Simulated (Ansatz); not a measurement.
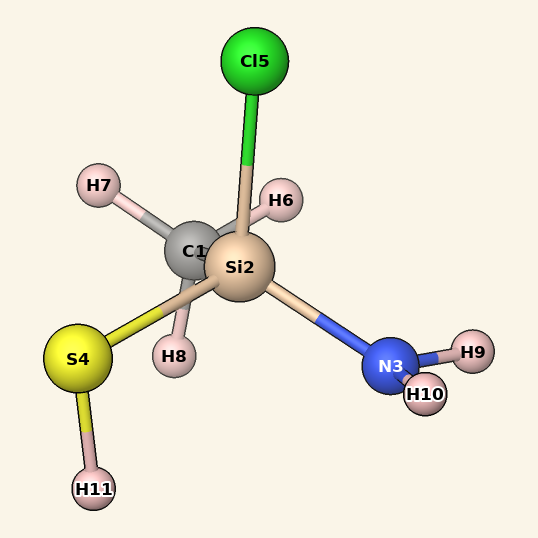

C1 lies behind Si2. The molecule seen a little off the Si2–C1 bond, Si2 in front. Depth is shown by fading: the farther an atom, the more it takes the colour of the background. The geometry was computed by an optimisation with PBE0-D4/def2-TZVP. No frequency run is at hand to confirm it as a minimum.

Question: What is the torsion angle Cl5–Si2–C1–H6? The sign is positive where the front bond must turn clockwise to cover the back bond.

Answer: 65°, synclinal (gauche). The bonds about Si2–C1 are staggered.
